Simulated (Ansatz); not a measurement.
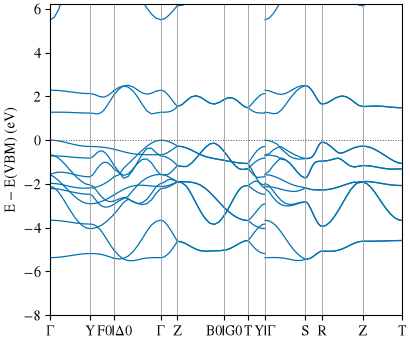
Figure. Band structure from DFT-PBEsol in the program Ansatz with PAW potentials

Problem. Read off the gap and where the band edges lie.

Solution. About 1.2 eV (1.20 eV by a search for the band edges); maximum at Γ, minimum on the Δ0–Γ line, 82 % of the way from Δ0.

The material is Br (molecular I2 type, space group No. 64).

Space group Cmce (molecular I2 type). The cell was relaxed with PBEsol under the symmetry of its start. The substance is a gas or liquid at ambient conditions; this is its low-temperature solid. A crystal of weakly bound units computed without a dispersion correction: the cell and the soft elastic constants depend strongly on that. Scalar-relativistic: spin–orbit coupling is off unless named, which matters more the heavier the elements.

Potentials: the later of the program's two PAW sets.
